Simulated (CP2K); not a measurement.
**SiNH3 (SMILES N[SiH]), run twice**

Aim: energy and gradient of SiNH3 at GFN2-xTB.

The calculation is run with CP2K 2026.2.

2 further runs of the same task are left out: 2 set aside as unsound or not needed.

### Step 1. The molecule

SiNH3: 5 atoms, total charge 0, spin state singlet. SMILES: `N[SiH]`. The coordinates come from a GFN2-xTB relaxation. This is one conformer, not always the lowest.

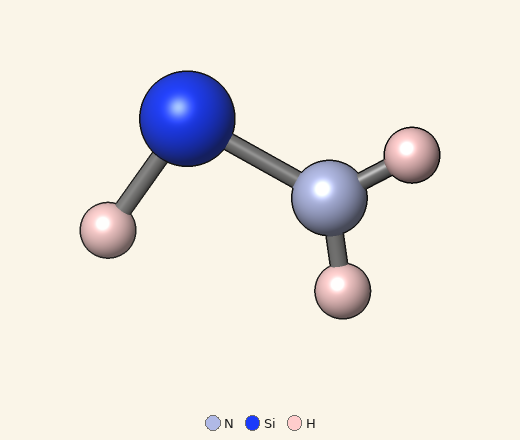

Viewed from a chosen angle; nitrogen light blue, silicon blue, hydrogen pink.

### Step 2. First attempt

Contents of molecule.xyz:

```xyz
5

N     -0.298680    -0.469270     0.122940
Si     0.005450     1.195020     0.389730
H      0.189070    -1.067540    -0.529200
H     -1.009510    -0.977570     0.620720
H      1.113660     1.319360    -0.604190
```

Contents of run.inp:

```
&GLOBAL
   PROJECT run
   RUN_TYPE ENERGY_FORCE
   PRINT_LEVEL MEDIUM
&END

&FORCE_EVAL
   METHOD QS
   &DFT
      CHARGE 0
      MULTIPLICITY 1
      &QS
         METHOD PM7
         EPS_DEFAULT 1.0E-10
         &XTB
            GFN_TYPE TBLITE
            &TBLITE
               METHOD GFN2
            &END
            CHECK_ATOMIC_CHARGES F
         &END
      &END
      &POISSON
         PERIODIC NONE
         POISSON_SOLVER ANALYTIC
      &END
      &SCF
         SCF_GUESS ATOMIC
         EPS_SCF 1.0E-06
         MAX_SCF 150
         ADDED_MOS 8
         &DIAGONALIZATION
            ALGORITHM STANDARD
         &END
         &MIXING
            METHOD DIRECT_P_MIXING
            ALPHA 0.4
         &END
      &END
      &PRINT
         &MOMENTS
            PERIODIC F
            REFERENCE COM
            MAX_MOMENT 1
         &END
         &MO ON
            ENERGIES T
            OCCUPATION_NUMBERS T
            NDIGITS 6
            &EACH
               QS_SCF 0
            &END
            ADD_LAST NUMERIC
         &END
         &HIRSHFELD OFF
         &END
      &END
   &END
   &SUBSYS
      &CELL
         ABC [angstrom] 10.1 10.4 9.2
         PERIODIC NONE
      &END
      &TOPOLOGY
         COORD_FILE_NAME molecule.xyz
         COORD_FILE_FORMAT XYZ
         &CENTER_COORDINATES
         &END
      &END
   &END
   &PRINT
      &FORCES ON
      &END
   &END
&END
```

Command:

```bash
$ OMP_NUM_THREADS=1 cp2k.psmp -i run.inp -o run.out
```

Output:

```text
*******************************************************************************
 *   ___                                                                       *
 *  /   \                                                                      *
 * [ABORT]                                                                     *
 *  \___/                    invalid value for enumeration:PM7                 *
 *    |                                                                        *
 *  O/|                                                                        *
 * /| |                                                                        *
 * / \                                     input/input_enumeration_types.F:215 *
 *******************************************************************************

 ===== Routine Calling Stack =====

            6 val_create_parsing
            5 section_vals_parse
            4 section_vals_parse
            3 section_vals_parse
            2 section_vals_parse
            1 read_input
```

It took 1.2 s on 1 thread of AMD EPYC 7R43 (Zen 3), shared host; peak memory 0.16 GiB.

### Step 3. What went wrong

The input was rejected.

The log says `\___/                    invalid value for enumeration:PM7`. What is wrong: the keyword for the method is given a word that it doesn't take.

### Step 4. The mended input

molecule.xyz is that of step 2.

Contents of calc.inp:

```
&GLOBAL
  PROJECT_NAME calc
  RUN_TYPE ENERGY_FORCE
  PRINT_LEVEL MEDIUM
&END

&FORCE_EVAL
  METHOD Quickstep
  &DFT
    &QS
      METHOD XTB
      EPS_DEFAULT 1.0E-10
      &XTB
        GFN_TYPE TBLITE
        &TBLITE
          METHOD GFN2
        &END
        CHECK_ATOMIC_CHARGES F
      &END
    &END
    # isolated system
    &POISSON
      PERIODIC NONE
      POISSON_SOLVER ANALYTIC
    &END
    &SCF
      SCF_GUESS ATOMIC
      EPS_SCF 1.0E-06
      MAX_SCF 150
      ADDED_MOS 8
      &DIAGONALIZATION
        ALGORITHM STANDARD
      &END
      &MIXING
        METHOD DIRECT_P_MIXING
        ALPHA 0.4
      &END
    &END
    # extra output
    &PRINT
      &MOMENTS
        PERIODIC F
        REFERENCE COM
        MAX_MOMENT 1
      &END
      &MO ON
        ENERGIES T
        OCCUPATION_NUMBERS T
        NDIGITS 6
        &EACH
          QS_SCF 0
        &END
        ADD_LAST NUMERIC
      &END
      &HIRSHFELD OFF
      &END
    &END
  &END
  &SUBSYS
    # vacuum box
    &CELL
      ABC 10.1 10.4 9.2
      PERIODIC NONE
    &END
    &TOPOLOGY
      COORD_FILE_NAME molecule.xyz
      COORD_FILE_FORMAT XYZ
      &CENTER_COORDINATES
      &END
    &END
  &END
  # extra output
  &PRINT
    &FORCES ON
    &END
  &END
&END
```

Command:

```bash
$ OMP_NUM_THREADS=1 cp2k.psmp calc.inp > calc.out
```

Output:

```text
CP2K| version string:                                       CP2K version 2026.2
[...]
 GLOBAL| Method name                                                        CP2K
[...]
 GLOBAL| Run type                                                   ENERGY_FORCE
[...]
                             - Atoms:                                          5
[...]
                             - Spherical basis functions:                     16
[...]
 Number of electrons:                                                         12
[...]
  *** SCF run converged in    16 steps ***
[...]
  Fermi energy:                                                -0.23865947572872
[...]
 TB_DIPOLE| Moment [Debye]         -0.60203898       0.51594787       0.73521202
 TB_DIPOLE| Derivative [a.u.]       0.00000000       0.00000000       0.00000000
[...]
 ENERGY| Total FORCE_EVAL ( QS ) energy [hartree]             -6.130608089834406
 FORCES| Atomic forces [hartree/bohr]
 FORCES|   Atom     x               y               z               |f|
 FORCES|      1 -7.75584288E-05 -1.60259849E-05  1.03870869E-04   1.30618909E-04
 FORCES|      2  3.48007798E-05  7.16658392E-05 -1.16299240E-05   8.05129922E-05
 FORCES|      3  6.80036957E-05 -3.70328691E-05 -8.47742001E-05   1.14815509E-04
 FORCES|      4 -1.54336763E-06  8.62159540E-07 -1.73487769E-05   1.74386170E-05
 FORCES|      5 -2.37026792E-05 -1.94691448E-05  9.88203200E-06   3.22260633E-05
 FORCES| Sum    -4.16367516E-17 -3.02898982E-18  9.36818440E-18
 FORCES| Total atomic force                                       4.27850060E-17
[...]
```

Run time: 1.7 s. Hardware: 1 thread of AMD EPYC 7R43 (Zen 3), shared host; peak memory 0.18 GiB.

### Step 5. Results

Level: GFN2-xTB.

| quantity | value |
| --- | --- |
| total energy | -6.13061 Eh |
| dipole moment (from atomic charges alone) | 1.08 D |
| HOMO energy | -8.33 eV |
| LUMO energy | -5.58 eV |
| HOMO–LUMO gap | 2.75 eV |
| largest force on an atom | 0.007 eV/Å |

The dipole comes from point charges on the atoms alone, without atomic dipoles, so it is partial.
